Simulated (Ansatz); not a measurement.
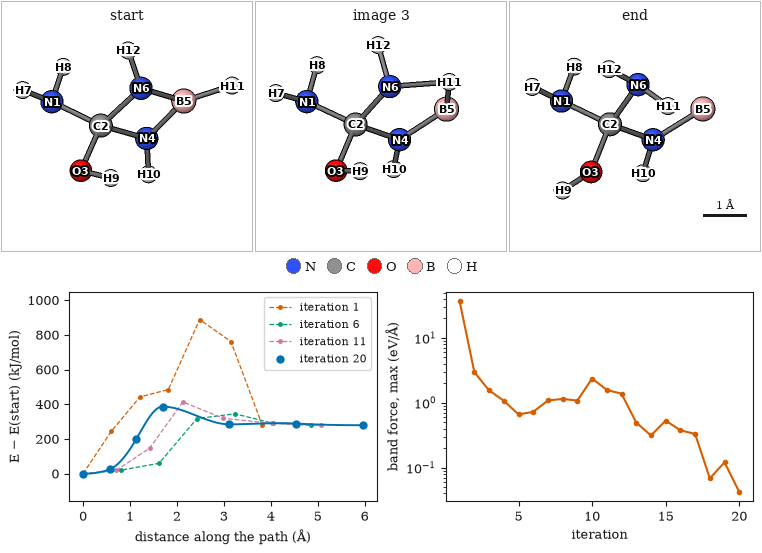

NEB run on CH₆BN₃O. Images are numbered from 0 (start) to 6 (end). The plot follows the band through its iterations. Style: ball-and-stick. Shown at a tilt.

Computed with RKS PBE0-D4/cc-pVDZ in Ansatz. Settings: 5 movable images; climbing image; force threshold 0.05 eV/Å; iteration limit 53; starting path through a guess of the saddle point.

> How did the profile develop, and is the result final?

The run is converged, with reservations. The band converged in 20 iterations. The largest component of the band force went from 37 to 0.042 eV/Å. The climbing image converged on the top of the path. Its vibrational analysis gives one imaginary mode (1335i cm⁻¹), as a transition state must have. The first iteration put the highest image at 888.8 kJ/mol. Forward barrier 386.9 kJ/mol, backward barrier 107.4 kJ/mol, with image 3 at the top; the reaction energy is +279.5 kJ/mol.
